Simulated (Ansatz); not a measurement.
A series of calculations on AlH3

### Relaxation

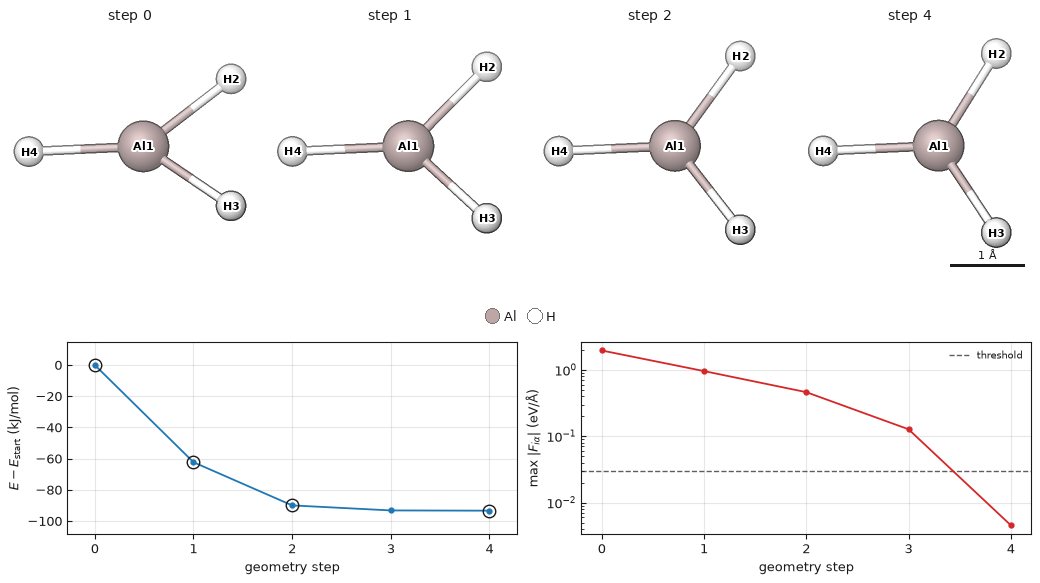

Frames of a relaxation of AlH$_{3}$, marked on the history of the run. A ball-and-stick model, seen from a free direction.

The run prepares an end point of a later path (reaction) calculation, from a guessed geometry.

The calculation used Ansatz, RKS BHLYP/6-31G*.

Input file:
```yaml
crystal:
  periodic: [false, false, false]
  atoms:
    - { symbol: Al, position_ang: [0.211696, 0.000299, 0.12243] }
    - { symbol: H, position_ang: [0.767085, -2.9e-05, 1.561949] }
    - { symbol: H, position_ang: [1.735873, -9.6e-05, -0.117507] }
    - { symbol: H, position_ang: [-1.145453, -0.000174, -0.660772] }
basis:
  gaussian: { orbitals: "6-31G*" }
hamiltonian:
  xc: { name: BHLYP }
relax:
  f_tol: 0.03
  max_steps: 50
output:
  orbitals: {}
```

Command:
```bash
ansatz run input.yaml --threads 1 --pin off --max-ram 2048MiB --backend cpu --events-out ev --progress --plain --runs-dir out
```

Question: Describe the path.

Answer: The largest moves after the best rigid fit, 0.45 Å, are those of H2 and H3. By element the largest moves are H 0.45 Å, Al 0.21 Å. Near-neighbour distances that change, for instance: Al1–H2 1.543 → 1.579 Å, Al1–H4 1.567 → 1.579 Å. Among the angles between lasting bonds that change: H2–Al1–H3 77.8° → 120.0°, H2–Al1–H4 141.1° → 120.0°. The energy falls by 93.3 kJ/mol in 4 geometry steps. The largest force component goes from 2 to 0.0046 eV/Å. The run took 4.6 s on 1 thread of Intel(R) Xeon(R) Platinum 8375C CPU @ 2.90GHz (Ice Lake), on a shared host, peak memory 0.1 GiB. From step 0 to 1: H atoms move most (0.20 Å), energy −62.2 kJ/mol. From step 1 to 2: H atoms move most (0.19 Å), energy −27.7 kJ/mol. From step 2 to 4: H atoms move most (0.07 Å), energy −3.38 kJ/mol.

### Relaxation

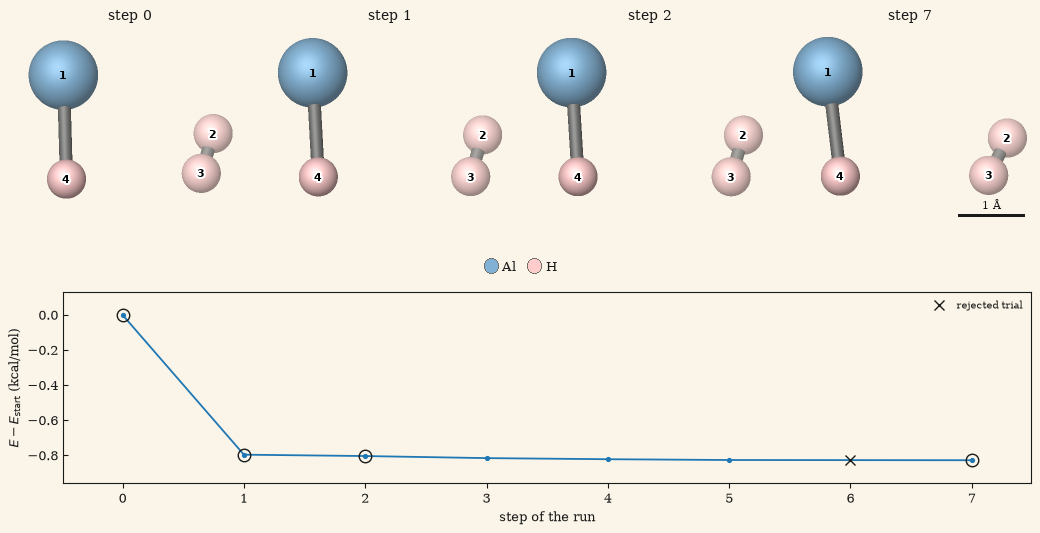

Frames of a relaxation of AlH3, marked on the history of the run. Style: ball-and-stick. Shown at a tilt.

The run prepares an end point of a later path (reaction) calculation, from a guessed geometry.

These are results of RKS BHLYP/6-31G* in Ansatz 0.2.0, not measurements. (no spin polarisation; force threshold 0.03 eV/Å; at most 50 steps)

### What happens along the run?

The atom that moves furthest after the best rigid fit is Al1 (0.28 Å). Largest moves by element: Al 0.28 Å, H 0.26 Å. Some distances before and after: H2–H3 0.706 → 0.737 Å, Al1–H4 1.661 → 1.656 Å. After 6 accepted moves (7 points after the start) the energy has fallen by 0.83 kcal/mol. Largest force component: 1.4 eV/Å at the start, 0.0031 eV/Å at the end. The line search rejected the trial step at point 6 of the run. The forces were under the threshold at step 2, but the run went on from there. From step 0 to 1: Al1 moves most (0.19 Å), energy −0.80 kcal/mol. From step 1 to 2: Al1 moves most (0.02 Å), energy −0.01 kcal/mol. From step 2 to 7: H2 moves most (0.08 Å), energy −0.02 kcal/mol.

| step | E − E(0), kcal/mol | largest force component, eV/Å | note |
| --- | --- | --- | --- |
| 0 | 0.00 | 1.3718 |  |
| 1 | -0.80 | 0.0427 |  |
| 2 | -0.80 | 0.0099 |  |
| 3 | -0.82 | 0.0616 |  |
| 4 | -0.82 | 0.0913 |  |
| 5 | -0.83 | 0.0405 |  |
| 6 | -0.82 | 0.0724 | rejected |
| 7 | -0.83 | 0.0031 |  |

Limits of the set-up: the start holds two separate molecules, 2.5 Å apart at their closest, whose relative position is a soft coordinate and is computed without a dispersion correction.

### Path

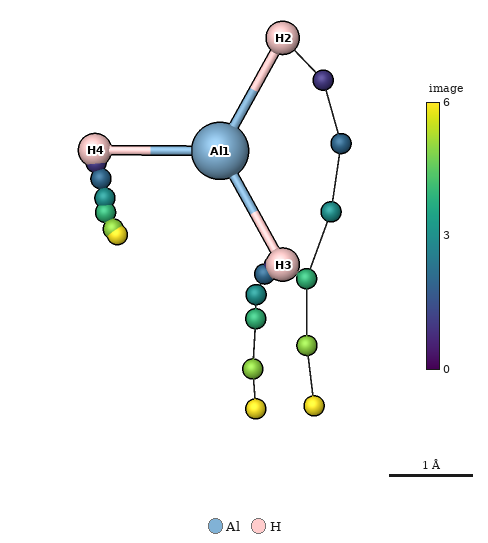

NEB run on AlH$_{3}$. Images are numbered from 0 (start) to 6 (end). The start is drawn whole; smaller spheres mark the moving atoms (H) in the later images, joined by lines and coloured by the number of the image. The picture is a ball-and-stick view, seen at a tilt.

These are results of RKS BHLYP/6-31G* in Ansatz, not measurements. Set-up: 5 movable images; climbing image; force threshold 0.05 eV/Å; iteration limit 60; starting path through a guess of the saddle point.

Question: Describe the path and its energy.

Answer: Breaking: Al1–H2 (1.58 → 1.58 at the top → 3.30 Å), Al1–H3 (1.58 → 1.79 at the top → 3.15 Å). Forming: H2–H3 (2.73 → 1.38 at the top → 0.74 Å). The highest point, image 3, lies 3.17 eV above the start and 1.80 eV above the end; the end is at +1.37 eV relative to the start. The band converged in 8 iterations, with a climbing image at the top.

Cost: 25 s on 1 thread of Intel(R) Xeon(R) Platinum 8375C CPU @ 2.90GHz (Ice Lake) (shared host), peak memory 0.1 GiB.
